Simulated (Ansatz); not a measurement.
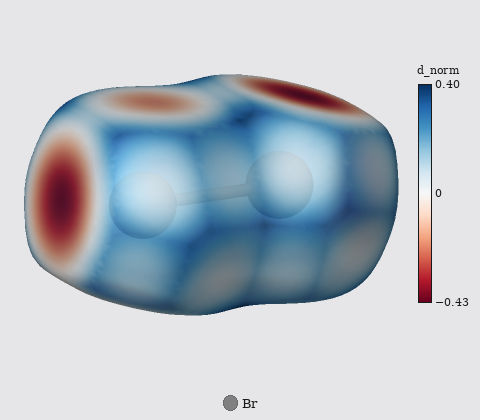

Hirshfeld surface computed for the Br₂ molecule in Br (Cmce), coloured by d_norm.

The surface is where the fragment's share of the procrystal density (the sum of the densities of spherically averaged neutral Hartree-Fock atoms) equals one half. d_i and d_e are the distances from the surface to the nearest nucleus inside and outside; d_norm adds both, each measured against its van der Waals radius (Alvarez: Br 1.86 Å), so red marks contacts shorter than the sum of radii, white equal and blue longer.

The cell is taken from the input geometry of an electronic-structure calculation (not necessarily at equilibrium).

```xyz
8
Lattice="6.6475 0.0000 0.0000 0.0000 3.9259 0.0000 0.0000 0.0000 8.4155" Properties=species:S:1:pos:R:3 pbc="T T T"
Br    3.3238    2.5990    1.0173
Br    3.3238    1.3269    7.3982
Br    3.3238    0.6361    3.1904
Br    3.3238    3.2898    5.2251
Br    0.0000    0.6361    1.0173
Br    0.0000    3.2898    7.3982
Br    0.0000    2.5990    3.1904
Br    0.0000    1.3269    5.2251
```

> Which contact with the surroundings is the closest relative to the atoms' sizes?

Br···Br at 2.93 Å, 79 % of the sum of the van der Waals radii.

> How is the surface shared among contacts (both directions of a pair summed)?

Br···Br 100 %.

> Give the size and shape of the surface.

It encloses about 51 Å³, has an area of about 72 Å² and a globularity of 0.92 (1 for a sphere).
